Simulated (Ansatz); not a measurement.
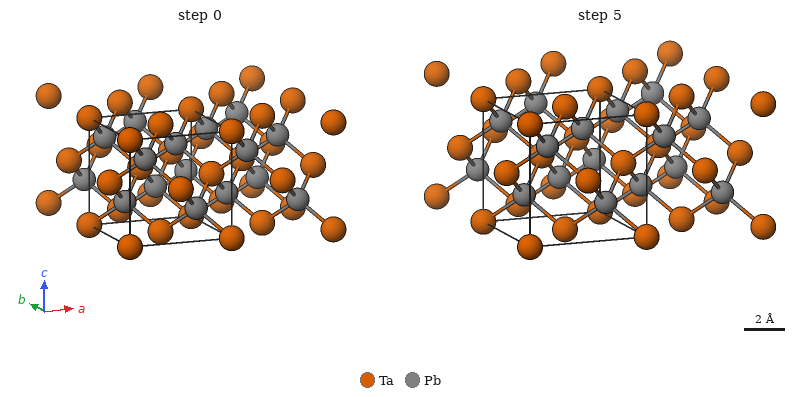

The structure of crystalline TaPb (a generated structure, set up in F-43m) (coarse preliminary run) before (left) and after (right) a relaxation, at one scale.

Style: ball-and-stick. Shown: the conventional cell (4 times the calculation's cell), repeated 2 × 2 × 1 with one cell outlined, slightly off an axis. Lengths and directions refer to the drawn axes.

Level of theory: Ansatz 0.2.0, DFT PBE, scalar-relativistic, plane waves, PAW. (plane-wave cutoff 420 eV; k-point mesh 6 × 6 × 6; occupations gaussian; smearing width 0.1 eV; no spin polarisation; cell and atoms relaxed; force threshold 0.04 eV/Å; at most 70 steps)

### Summarise the run.

After 4 accepted moves (5 points after the start) the energy has fallen by 3.020 eV per cell of the calculation. All forces vanish by symmetry, so only the cell relaxes. The pressure goes from 62.85 to 0.26 GPa. At 1 point the geometry stayed and the basis and grid were re-selected for the new cell (energy shift of 20.4 meV per cell of the calculation at most each time). No atom moves by more than 0.005 Å relative to the cell. The drawn cell changes as follows: a = b = c 5.597 → 6.416 Å (+14.6 %); the volume changes by +50.7 %. Some distances before and after: Pb–Ta 2.423 → 2.778 Å. The space group stays F-43m (No. 216). Cost: 12 s on 1 thread of Intel(R) Xeon(R) Platinum 8488C (Sapphire Rapids), on a shared host, peak memory 0.41 GiB.
